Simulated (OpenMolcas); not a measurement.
Run report: BHS, geometry relaxation (part 3 of 3)

Continued. System: BHS (hydrogen boron sulfide), SMILES B=S. Method: B3P86/ANO-L-VDZ, RKS (OpenMolcas 26.06). The geometry comes from this level: GFN2-xTB.

Geometry of the input (Å):
```
B  -0.0410  -0.0161  0.1425
S  0.3953  0.1465  -1.3797
H  -0.3543  -0.1304  1.2371
```

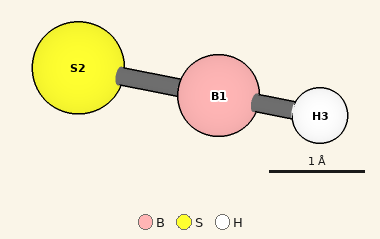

Fig. 1: The geometry at step 2 of the log (ball-and-stick view, seen at a tilt; atoms are numbered from 1 in the order of the input).

## Output, continued
```
 *********************************************************
 * Nuclear coordinates for the next iteration / angstrom *
 *********************************************************
  ATOM              X               Y               Z
  B1              -0.042015       -0.015525        0.146649
  S2               0.408645        0.151040       -1.426454
  H3              -0.366640       -0.135516        1.279795

--
--- Stop Module: slapaf /rc=_RC_CONTINUE_LOOP_ ---

>>> END DO

--- Start Module: seward ---
--- Stop Module: seward /rc=_RC_ALL_IS_WELL_ ---

--- Start Module: scf ---
--- Stop Module: scf /rc=_RC_ALL_IS_WELL_ ---
--- Module scf spent 1 second ---

--- Start Module: slapaf ---
--- Stop Module: slapaf /rc=_RC_INVOKED_OTHER_MODULE_ ---

--- Start Module: alaska ---
 Rotational correction to the DFT gradient is turned off due to close-to-degeneracy problems!
--- Stop Module: alaska /rc=_RC_ALL_IS_WELL_ ---

--- Start Module: slapaf ---

**********************************************************************************************************************
*                                    Energy Statistics for Geometry Optimization                                     *
**********************************************************************************************************************
                       Energy     Grad      Grad              Step                 Estimated   Geom       Hessian
Iter      Energy       Change     Norm      Max    Element    Max     Element     Final Energy Update Update   Index
  1   -423.69439937  0.00000000 0.059766  0.041085 nrc002   0.073225  nrc002     -423.69637409 RS-RFO  None      0
  2   -423.69706268 -0.00266332 0.025403  0.015673 nrc001   0.041530  nrc002     -423.69753961 RS-RFO  BFGS      0
  3   -423.69755207 -0.00048939 0.003547  0.001925 nrc001   0.003835  nrc001     -423.69755651 RS-RFO  BFGS      0
  4   -423.69755763 -0.00000556 0.000873  0.000447 nrc001   0.001225  nrc001     -423.69755803 RS-RFO  BFGS      0

       +----------------------------------+----------------------------------+
       +    Cartesian Displacements       +    Gradient in internals         +
       +  Value      Threshold Converged? +  Value      Threshold Converged? +
 +-----+----------------------------------+----------------------------------+
 + RMS + 5.9494E-04  1.2000E-03     Yes   + 6.1755E-04  3.0000E-04     No    +
 +-----+----------------------------------+----------------------------------+
 + Max + 7.5514E-04  1.8000E-03     Yes   + 4.4696E-04  4.5000E-04     Yes   +
 +-----+----------------------------------+----------------------------------+

 Convergence not reached yet!

*****************************************************************************************************************
*****************************************************************************************************************

++ Geometry section

********************************************************************************
  Geometrical information of the new structure
********************************************************************************

 *********************************************************
 * Nuclear coordinates for the next iteration / bohr     *
 *********************************************************
  ATOM              X               Y               Z
  B1              -0.079589       -0.029409        0.277794
  S2               0.772212        0.285419       -2.695554
  H3              -0.692641       -0.256010        2.417741

 *********************************************************
 * Nuclear coordinates for the next iteration / angstrom *
 *********************************************************
  ATOM              X               Y               Z
  B1              -0.042117       -0.015563        0.147002
  S2               0.408637        0.151037       -1.426426
  H3              -0.366530       -0.135475        1.279413

--
--- Stop Module: slapaf /rc=_RC_CONTINUE_LOOP_ ---

>>> END DO

--- Start Module: seward ---
--- Stop Module: seward /rc=_RC_ALL_IS_WELL_ ---

--- Start Module: scf ---
--- Stop Module: scf /rc=_RC_ALL_IS_WELL_ ---

--- Start Module: slapaf ---
--- Stop Module: slapaf /rc=_RC_INVOKED_OTHER_MODULE_ ---

--- Start Module: alaska ---
 Rotational correction to the DFT gradient is turned off due to close-to-degeneracy problems!
--- Stop Module: alaska /rc=_RC_ALL_IS_WELL_ ---

--- Start Module: slapaf ---

**********************************************************************************************************************
*                                    Energy Statistics for Geometry Optimization                                     *
**********************************************************************************************************************
                       Energy     Grad      Grad              Step                 Estimated   Geom       Hessian
Iter      Energy       Change     Norm      Max    Element    Max     Element     Final Energy Update Update   Index
  1   -423.69439937  0.00000000 0.059766  0.041085 nrc002   0.073225  nrc002     -423.69637409 RS-RFO  None      0
  2   -423.69706268 -0.00266332 0.025403  0.015673 nrc001   0.041530  nrc002     -423.69753961 RS-RFO  BFGS      0
  3   -423.69755207 -0.00048939 0.003547  0.001925 nrc001   0.003835  nrc001     -423.69755651 RS-RFO  BFGS      0
  4   -423.69755763 -0.00000556 0.000873  0.000447 nrc001   0.001225  nrc001     -423.69755803 RS-RFO  BFGS      0
  5   -423.69755802 -0.00000039 0.000015  0.000009 nrc001   0.000021  nrc001     -423.69755802 RS-RFO  BFGS      0

       +----------------------------------+----------------------------------+
       +    Cartesian Displacements       +    Gradient in internals         +
       +  Value      Threshold Converged? +  Value      Threshold Converged? +
 +-----+----------------------------------+----------------------------------+
 + RMS + 1.1434E-05  1.2000E-03     Yes   + 1.0411E-05  3.0000E-04     Yes   +
 +-----+----------------------------------+----------------------------------+
 + Max + 1.5827E-05  1.8000E-03     Yes   + 9.2983E-06  4.5000E-04     Yes   +
 +-----+----------------------------------+----------------------------------+

 Geometry is converged in   5 iterations to a Minimum Structure

*****************************************************************************************************************
*****************************************************************************************************************

++ Geometry section

********************************************************************************
  Geometrical information of the final structure
********************************************************************************

  NOTE: on convergence the final predicted structure will be printed here.
  This is not identical to the structure printed in the head of the output.

 *********************************************************
 * Nuclear coordinates of the final structure / bohr     *
 *********************************************************
  ATOM              X               Y               Z
  B1              -0.079588       -0.029412        0.277786
  S2               0.772208        0.285419       -2.695538
  H3              -0.692639       -0.256007        2.417733

 *********************************************************
 * Nuclear coordinates of the final structure / angstrom *
 *********************************************************
  ATOM              X               Y               Z
  B1              -0.042116       -0.015564        0.146998
  S2               0.408635        0.151037       -1.426417
  H3              -0.366529       -0.135473        1.279409

                    ***************************************
                    *    InterNuclear Distances / bohr    *
                    ***************************************

               1 B1            2 S2            3 H3
    1 B1       0.000000
    2 S2       3.108912        0.000000
    3 H3       2.237532        5.346444        0.000000

                    *******************************************
                    *    InterNuclear Distances / angstrom    *
                    *******************************************

               1 B1            2 S2            3 H3
    1 B1       0.000000
    2 S2       1.645165        0.000000
    3 H3       1.184051        2.829216        0.000000
--
--- Stop Module: slapaf /rc=_RC_INVOKED_OTHER_MODULE_ ---

--- Start Module: last_energy ---

                                            &LAST_ENERGY

                       available to each process: 1.9 GB of memory, 1 thread

    Geometry read from RUNFILE

               SEWARD will generate:
                  Multipole Moment integrals up to order  2
                  Kinetic Energy integrals
                  Nuclear Attraction integrals (point charge)
                  One-Electron Hamiltonian integrals
                  Velocity integrals
                  Orbital angular momentum around (  0.5082   0.1880  -1.7740 )
                  Velocity quadrupole around (  0.5255   0.1942  -1.8342 )
                  Two-Electron Repulsion integrals

                   Integrals are discarded if absolute value <: 1.00E-14
                   Integral cutoff threshold is set to       <: 1.00E-16

            Nuclear Potential Energy             30.95972411 au

      Basis set specifications :
      Symmetry species         a
      Basis functions           24

 ###############################################################################
 ###     Minimized-density-differences option turned off!                    ###
 ###############################################################################
++    Input section:
      --------------

      Header of the integral files:

      Cartesian coordinates in angstrom:
      -----------------------------------------------------
      No.  Label        X            Y            Z
      -----------------------------------------------------
       1   B1        -0.04211596  -0.01556415   0.14699814
       2   S2         0.40863469   0.15103738  -1.42641746
       3   H3        -0.36652872  -0.13547323   1.27940932
      -----------------------------------------------------
      Nuclear repulsion energy =   30.95972411
--

++    Orbital specifications:
      -----------------------

      Symmetry species               1
                                     a
      Frozen orbitals                0
      Occupied orbitals             11
      Secondary orbitals            13
      Deleted orbitals               0
      Total number of orbitals      24
      Number of basis functions     24
--

      Molecular charge                           0.000

      Numerical integration parameters
      --------------------------------
      Radial quadrature type:                         MHL
      Size of radial grid:                            75
      Lebedev angular grid:                           29
      Angular grid pruned with the crowding factor:  3.00E+00
                                 and fading factor:  6.00E+00
      Screening threshold for integral computation:   1.00E-11
      Radial quadrature accuracy:                     1.00E-25
      Maximum batch size:                             128
      AO values are stored on disk
      The same grid will be used for all iterations.

      DFT functional specifications
      -----------------------------
      Using Libxc version: 6.2.2
      Please cite the following reference:
      S. Lehtola, C. Steigemann, M. J.T. Oliveira, and M. A.L. Marques.,  SoftwareX 7, 1–5 (2018) doi:10.1016/j.softx.2017.11.002

      * B3P86
        - Defined through Gaussian implementation. doi:

++    Optimization specifications:
      ----------------------------

      SCF Algorithm: Conventional
      D(i)-D(i-1) density differences are used
      Number of density matrices in core                 5
      Maximum number of NDDO SCF iterations            400
      Maximum number of HF SCF iterations              400
      Threshold for SCF energy change             1.00E-09
      Threshold for density matrix                1.00E-04
      Threshold for Fock matrix                   1.50E-04
      Threshold for linear dependence             1.00E-09
      Threshold at which DIIS is turned on        1.50E-01
      Maximum depth in the DIIS procedure                5
      Maximum depth in the BFGS Hessian update          30
      Threshold at which QNR/C2DIIS is turned on  7.50E-02
      Threshold for Norm(delta) (QNR/C2DIIS)      1.00E-03
      All orbitals punched on: SCFORB
--

      Detected old SCF orbitals

++ Convergence information
                                   [...]      iterations: Energy and convergence statistics

Iter     Tot. [...]      One-elec.       Two-elec.     Energy      Max Dij or  Max Fij      DNorm      TNorm      AccCon     Time
         Energy          Energy          Energy        Change      Delta Norm                                                in Sec.
   1  -423.697558022  -668.859466244   214.202184110   0.00E+00    2.90E-05    3.83E-06     6.69E+00   8.08E+01   None         0.
   2  -423.697558022  -668.859284396   214.202002261   4.05E-10*   1.00E-05    1.71E-06     1.15E-04   8.08E+01   EDIIS        0.
   3  -423.697558022  -668.859395500   214.202113366  -4.72E-10    8.59E-07    8.44E-07     4.70E-05   8.08E+01   c2DIIS       0.

       Convergence after   3 Iterations
--

 *****************************************************************************************************************************
 *                                             SCF/KS-DFT Program, Final results                                             *
 *                                                       Final Results                                                       *
 *****************************************************************************************************************************

::    Total KS-DFT energy                            -423.6975580221
      One-electron energy                            -668.8593955005
      Two-electron energy                             214.2021133660
      Nuclear repulsion energy                         30.9597241124
      Kinetic energy (interpolated)                   422.6668548612
      Virial theorem                                    1.0024385711
      Total spin, S(S+1)                                0.0000000000
      Total spin, S                                     0.0000000000
      Max non-diagonal density matrix element           0.0000008589
      Max non-diagonal Fock matrix element              0.0000008440

      No orbitals printed

++    Molecular charges:
      ------------------

      Mulliken charges per centre
      ---------------------------

                B1      S2      H3
      Total    5.2729 15.9290  0.7981

      N-E     -0.2729  0.0710  0.2019

      Total electronic charge=   22.000000

      Total            charge=   -0.000000
--

++    Static properties:
      ------------------

      LoProp Charges per center

                   B1       S2       H3
      Nuclear      5.0000  16.0000   1.0000
      Electronic  -5.0240 -16.0097  -0.9663

      Total       -0.0240  -0.0097   0.0337
--

++    Natural Bond Order analysis
      ---------------------------
      Based on LoProp computed density
      -------------------------------------------------------------------------------------
      Atom A       Atom B       Bond Order
        B1           S2             0.787
      -------------------------------------------------------------------------------------
      NBO located      1.575 electrons involved in    1 bonds.
      NBO located      1.001 non-bonded electrons on atom B1
      NBO located      0.993 non-bonded electrons on atom S2
      NBO located      0.999 non-bonded electrons on atom S2
      NBO located      1.000 non-bonded electrons on atom S2
      NBO located      1.000 non-bonded electrons on atom S2
      NBO located      1.000 non-bonded electrons on atom S2
      The remaining    4.298 electrons are to be considered as diffuse
--

++    Molecular properties:
      ---------------------

      Charge (e):
                      =   -0.0000
      Dipole Moment (debye):
      Origin of the operator (angstrom)=    0.2781    0.1028   -0.9706
                   X= -4.7676E-01               Y= -1.7622E-01               Z=  1.6642E+00           Total=  1.7401E+00
      Quadrupole Moment (debye*angstrom):
      Origin of the operator (angstrom)=    0.2781    0.1028   -0.9706
                  XX= -1.9806E+01              XY=  7.8491E-02              XZ= -7.4128E-01              YY= -1.9990E+01
                  YZ= -2.7398E-01              ZZ= -1.7431E+01
      In traceless form (debye*angstrom)
                  XX= -1.0959E+00              XY=  1.1774E-01              XZ= -1.1119E+00              YY= -1.3709E+00
                  YZ= -4.1098E-01              ZZ=  2.4669E+00
--

--- Stop Module: last_energy /rc=_RC_ALL_IS_WELL_ ---
--- Module last_energy spent 1 second ---

>>> END DO

.##################.
.# Happy landing! #.
.##################.

    Timing: Wall=14.94 User=11.99 System=2.90
```

## Trajectory as extended XYZ (Å, eV, eV/Å), 5 frames, from step=0 to step=4
```
3
Properties=species:S:1:pos:R:3:forces:R:3 step=0 energy=-11529.31195
B    -0.0410   -0.0161    0.1425   -0.3738  -0.1344   1.3074
S     0.3953    0.1465   -1.3797    0.6864   0.2528  -2.3968
H    -0.3543   -0.1304    1.2371   -0.3126  -0.1183   1.0894
3
Properties=species:S:1:pos:R:3:forces:R:3 step=1 energy=-11529.38442
B    -0.0411   -0.0157    0.1430   -0.2041  -0.0725   0.7147
S     0.4034    0.1493   -1.4079    0.2828   0.1035  -0.9880
H    -0.3623   -0.1336    1.2649   -0.0787  -0.0310   0.2733
3
Properties=species:S:1:pos:R:3:forces:R:3 step=2 energy=-11529.39774
B    -0.0417   -0.0154    0.1456   -0.0408  -0.0150   0.1424
S     0.4086    0.1510   -1.4262    0.0199   0.0073  -0.0696
H    -0.3669   -0.1356    1.2806    0.0209   0.0077  -0.0728
3
Properties=species:S:1:pos:R:3:forces:R:3 step=3 energy=-11529.39789
B    -0.0420   -0.0155    0.1466   -0.0100  -0.0037   0.0349
S     0.4086    0.1510   -1.4265    0.0041   0.0015  -0.0143
H    -0.3666   -0.1355    1.2798    0.0059   0.0022  -0.0206
3
Properties=species:S:1:pos:R:3:forces:R:3 step=4 energy=-11529.39790
B    -0.0421   -0.0156    0.1470    0.0001   0.0000  -0.0005
S     0.4086    0.1510   -1.4264   -0.0001   0.0000   0.0005
H    -0.3665   -0.1355    1.2794    0.0000   0.0000   0.0000
```

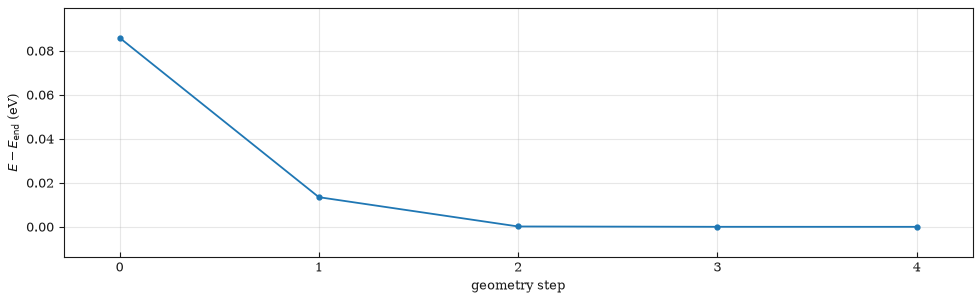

Fig. 2: Progress of the relaxation, step by step (steps are counted from 0).

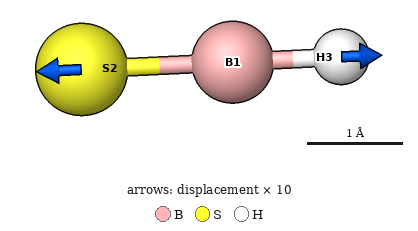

Fig. 3: The starting structure with the displacements as blue arrows, magnified 10 times (ball-and-stick view, seen at a tilt). The two geometries are laid on each other by the best rigid fit. The largest move after the best rigid fit is that of S2, 0.049 Å. By element the largest moves are S 0.049 Å, H 0.044 Å, B 0.005 Å. Among the contacts that change: B1–S2 1.592 → 1.645 Å, B1–H3 1.144 → 1.184 Å. After 4 geometry steps the energy has fallen by 0.086 eV. The largest force component goes from 2.4 to 0.00052 eV/Å. (Atoms are counted from 1 in the order of the input.)

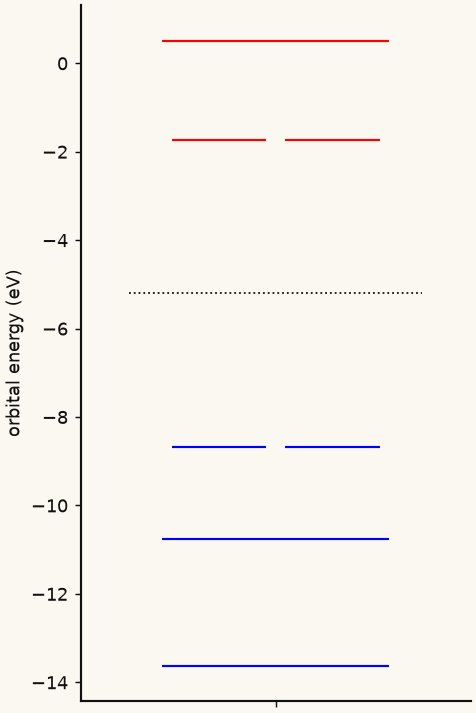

Fig. 4: Orbital energies near the frontier; the dotted line parts filled from empty levels, and levels within 0.02 eV of each other stand side by side. Highest filled −8.68 eV, lowest empty −1.73 eV, 6.95 eV apart.
